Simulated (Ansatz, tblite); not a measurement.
# Ge14H24 off disc (Ge₁₄H₂₄): which spin state is lowest

Is the singlet the ground state of Ge14H24 off disc (Ge₁₄H₂₄)? Other spin states are computed and compared level by level.

Program: Ansatz 0.2.0, Gaussian basis. Level of theory: as each input shows. These are calculated values, not measurements.

The runs, in order: triplet, at the geometry of the singlet (GFN1-xTB, GFN2-xTB, PBE0-D4/def2-TZVP, PBE-D4/def2-TZVP); the singlet's energies come from earlier runs.

**1. The relaxed structure**

The singlet was relaxed beforehand with r2SCAN-D4/def2-SVP.

38 atoms, charge 0, spin multiplicity 1.

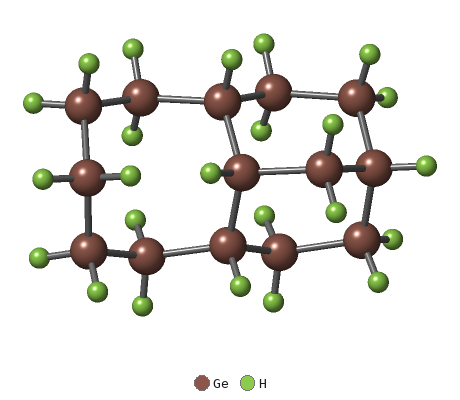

The structure; germanium brown, hydrogen green.

**2. Triplet at the fixed geometry, GFN1-xTB**

Tight binding, by tblite at 300 K electronic temperature and without a spin-polarisation term:

```python
tblite.interface.Calculator('GFN1-xTB', numbers, positions, charge=0, uhf=2).singlepoint()
```

Energy -989.0030 eV; 0.26 s.

**3. Triplet at the fixed geometry, GFN2-xTB**

Tight binding, by tblite at 300 K electronic temperature and without a spin-polarisation term:

```python
tblite.interface.Calculator('GFN2-xTB', numbers, positions, charge=0, uhf=2).singlepoint()
```

Energy -1066.6461 eV; 0.23 s.

**4. Triplet at the fixed geometry, PBE0-D4/def2-TZVP**

in.yaml

```yaml
crystal:
  periodic: [false, false, false]
  atoms:
    - {symbol: Ge, position_ang: [-4.346562, 1.447370, -0.071004]}
    - {symbol: Ge, position_ang: [1.414517, -4.261451, -0.127532]}
    - {symbol: Ge, position_ang: [-1.449616, -1.430835, 0.057731]}
    - {symbol: Ge, position_ang: [1.492271, -1.492072, 2.709867]}
    - {symbol: Ge, position_ang: [1.431297, 1.448829, 0.056753]}
    - {symbol: Ge, position_ang: [-1.445926, 4.346663, -0.074901]}
    - {symbol: Ge, position_ang: [4.261250, -1.416613, -0.127375]}
    - {symbol: Ge, position_ang: [-3.014863, -0.165368, -1.300196]}
    - {symbol: Ge, position_ang: [-3.136532, 3.139107, 1.177072]}
    - {symbol: Ge, position_ang: [-0.226536, -2.973438, -1.367946]}
    - {symbol: Ge, position_ang: [2.853717, -2.854950, 1.231617]}
    - {symbol: Ge, position_ang: [0.165714, 3.012464, -1.302848]}
    - {symbol: Ge, position_ang: [2.974674, 0.225502, -1.367880]}
    - {symbol: Ge, position_ang: [0.052102, -0.051845, 1.382460]}
    - {symbol: H, position_ang: [-5.274950, 2.169271, -1.069934]}
    - {symbol: H, position_ang: [-5.245732, 0.672902, 0.915014]}
    - {symbol: H, position_ang: [2.265410, -5.108763, -1.095319]}
    - {symbol: H, position_ang: [0.661265, -5.230638, 0.806834]}
    - {symbol: H, position_ang: [-2.271601, -2.274138, 1.062158]}
    - {symbol: H, position_ang: [0.631008, -2.394158, 3.616896]}
    - {symbol: H, position_ang: [2.395430, -0.630602, 3.615651]}
    - {symbol: H, position_ang: [2.274100, 2.271811, 1.060719]}
    - {symbol: H, position_ang: [-2.168673, 5.273092, -1.075026]}
    - {symbol: H, position_ang: [-0.670602, 5.247740, 0.908664]}
    - {symbol: H, position_ang: [5.108117, -2.267922, -1.095173]}
    - {symbol: H, position_ang: [5.230804, -0.664160, 0.807183]}
    - {symbol: H, position_ang: [-3.980885, -1.166271, -1.968658]}
    - {symbol: H, position_ang: [-2.240205, 0.544446, -2.425939]}
    - {symbol: H, position_ang: [-4.173074, 4.176696, 1.658811]}
    - {symbol: H, position_ang: [-2.504050, 2.508091, 2.430112]}
    - {symbol: H, position_ang: [-1.233583, -3.933176, -2.035145]}
    - {symbol: H, position_ang: [0.470210, -2.179472, -2.489443]}
    - {symbol: H, position_ang: [3.767537, -3.769508, 2.080201]}
    - {symbol: H, position_ang: [-0.544947, 2.236315, -2.427036]}
    - {symbol: H, position_ang: [1.166584, 3.977116, -1.973368]}
    - {symbol: H, position_ang: [2.181604, -0.470332, -2.490532]}
    - {symbol: H, position_ang: [3.935382, 1.232654, -2.033586]}
    - {symbol: H, position_ang: [-0.804665, 0.805625, 2.341126]}
basis:
  gaussian: {orbitals: def2-TZVP, fitting: {mean_field: def2-universal-jkfit}}
magnetization: {spin_polarized: true, initial_magnetization: 2}
hamiltonian: {xc: pbe0, dispersion: d4}
scf: {omitted_lower_state_checks: [starts]}
output: {orbitals: {seedname: orbitals}}
```

Command:

```
$ ansatz run in.yaml --threads 4 --pin off --events-out ev --progress --plain --max-ram 66560MiB --backend cuda --devices 0, --max-vram 37GiB
```

Log:

```text
Functional definition: PBE0
  name "PBE0"
  cite "Adamo & Barone, J. Chem. Phys. 110, 6158 (1999) doi:10.1063/1.478522"
  cite "Perdew, Burke & Ernzerhof, Phys. Rev. Lett. 77, 3865 (1996) doi:10.1103/PhysRevLett.77.3865"
  parent pbe
  parameter a = 0.25
  parameter kappa = 0.804
  parameter beta = 0.06672455060314922
  exchange = (1 - a)*pbe_x(kappa = kappa, mu = beta*pi^2/3) + a*exact_x
  correlation = pbe_c(beta = beta)
these checks for a lower state are left out or cut short: starts
4156 factors; integrals over basis functions are off by at most 6.1e-1 eV
mean field evaluation 1: about -791545.7524 eV, gradient 3.9e1 eV
mean field evaluation 2: about -791545.6570 eV, gradient 4.1e1 eV
mean field evaluation 4: about -791548.2587 eV, gradient 4.0e0 eV
mean field evaluation 8: about -791548.3425 eV, gradient 4.1e-1 eV
mean field evaluation 16: about -791548.3489 eV, gradient 6.3e-2 eV
mean field -791548.62742165 eV, -29088.8755268157 hartree, gradient 9.3e-6 eV, S^2 2.005724; 0 other end points of the search recorded, 0 dependent functions left out
reference -791548.62749660 eV, -29088.8755295700 hartree; 237, 235 occupied and 579, 581 virtual orbitals, 4156 factors
Total energy: -791550.42115161 eV, -29088.9414451759 hartree
Checks for a lower state left out: starts
```

Run time: 40 s. Hardware: 1 × H100 (card shared with other runs) with 4 threads of AMD EPYC 7R13, shared host; peak host memory 1.5 GiB.

Report: HOMO -2.41 eV, LUMO -5.82 eV (over both spins; with the spin held, an empty level of the minority spin lies below the top filled one); ⟨S²⟩ 2.006 (pure: 2.00).

**5. Triplet at the fixed geometry, PBE-D4/def2-TZVP**

start.molden holds the orbitals of an earlier run on this state, given as this run's starting guess.

in.yaml, as its differences from that of step 4:

```diff
@@ -42,5 +42,5 @@
 basis:
-  gaussian: {orbitals: def2-TZVP, fitting: {mean_field: def2-universal-jkfit}}
+  gaussian: {orbitals: def2-TZVP, fitting: {mean_field: def2-universal-jkfit}, initial_orbitals: start.molden}
 magnetization: {spin_polarized: true, initial_magnetization: 2}
-hamiltonian: {xc: pbe0, dispersion: d4}
+hamiltonian: {xc: pbe, dispersion: d4}
 scf: {omitted_lower_state_checks: [starts]}
```

Same command.

Log:

```text
Functional definition: PBE
  name "PBE"
  cite "Perdew, Burke & Ernzerhof, Phys. Rev. Lett. 77, 3865 (1996) doi:10.1103/PhysRevLett.77.3865"
  parent pbe
  parameter kappa = 0.804
  parameter beta = 0.06672455060314922
  exchange = pbe_x(kappa = kappa, mu = beta*pi^2/3)
  correlation = pbe_c(beta = beta)
these checks for a lower state are left out or cut short: starts
4156 factors; integrals over basis functions are off by at most 6.1e-1 eV
mean field evaluation 1: about -791526.6971 eV, gradient 2.1e1 eV
mean field evaluation 2: about -791527.4546 eV, gradient 1.0e0 eV
mean field evaluation 4: about -791527.4591 eV, gradient 4.2e-1 eV
mean field evaluation 8: about -791527.4625 eV, gradient 7.2e-5 eV
mean field evaluation 16: about -791527.4625 eV, gradient 7.0e-6 eV
mean field -791527.46249240 eV, -29088.0977300117 hartree, gradient 3.3e-6 eV, S^2 2.002747; 0 other end points of the search recorded, 0 dependent functions left out
reference -791527.46259024 eV, -29088.0977336075 hartree; 237, 235 occupied and 579, 581 virtual orbitals, 4156 factors
Total energy: -791529.43872572 eV, -29088.1703552469 hartree
Checks for a lower state left out: starts
```

Wall time 21 s (1 × H100 (card shared with other runs) with 4 threads of AMD EPYC 7R13, shared host); peak host memory 1.5 GiB.

HOMO -1.88 eV, LUMO -6.14 eV (over both spins; with the spin held, an empty level of the minority spin lies below the top filled one); ⟨S²⟩ 2.003 (pure: 2.00).

**6. Triplet less singlet, vertical**

The singlet's energies are those of its earlier runs, whose logs aren't repeated here.

| level | triplet less singlet, vertical (eV) | time |
| --- | --- | --- |
| GFN1-xTB | +3.248 | 0.46 s |
| GFN2-xTB | +4.188 | 0.39 s |
| PBE-D4/def2-TZVP | +4.423 | 28 s |
| PBE0-D4/def2-TZVP | +4.893 | 52 s |

Times add the two runs; a level without a time comes out of a correlated run. Tight binding without a spin term can't rank spin states.

**7. Results**

```
                                                quantity                                   value
triplet less singlet, vertical, functionals in def2-TZVP  +4.423 (PBE-D4) to +4.893 eV (PBE0-D4)
```

All functionals put the triplet above the singlet, over a spread of 0.470 eV. The checks for a lower triplet were left out, so another state of that spin may lie lower. These are electronic energies, without zero-point motion, entropy or surroundings.
